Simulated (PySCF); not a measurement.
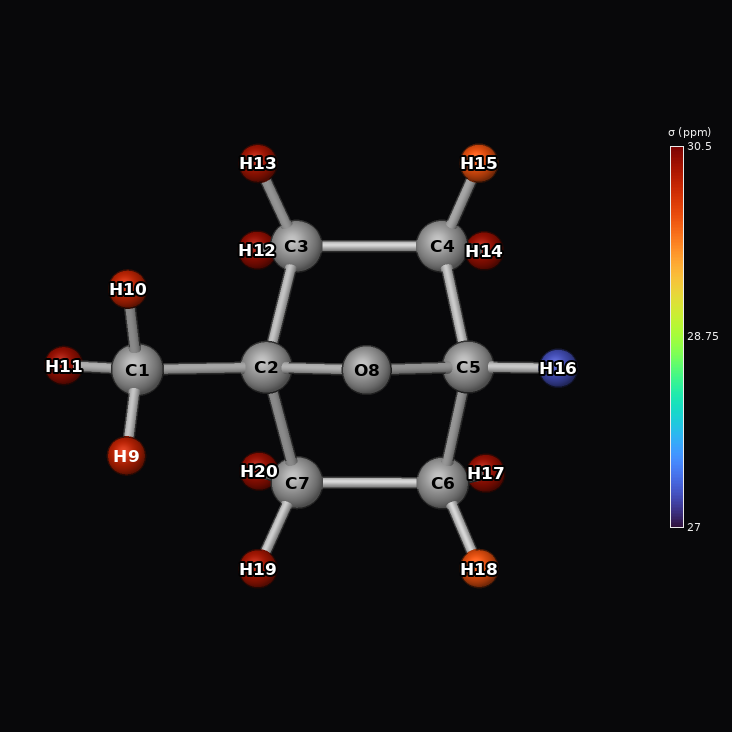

Atoms are coloured by their isotropic NMR shieldings (H only, the others grey). Computed geometry: GFN2-xTB optimisation. No frequency run is at hand to confirm it as a minimum. Properties computed with GIAO PBE0/pcSseg-1 NMR shielding, non-relativistic, gas phase (PySCF 2.14.0).

Give the isotropic NMR shieldings of the H atoms atom by atom.

| atom | σ (ppm) |
| --- | --- |
| H9 | 30.17 |
| H10 | 30.15 |
| H11 | 30.35 |
| H12 | 30.36 |
| H13 | 30.30 |
| H14 | 30.36 |
| H15 | 29.85 |
| H16 | 27.29 |
| H17 | 30.35 |
| H18 | 29.85 |
| H19 | 30.29 |
| H20 | 30.35 |
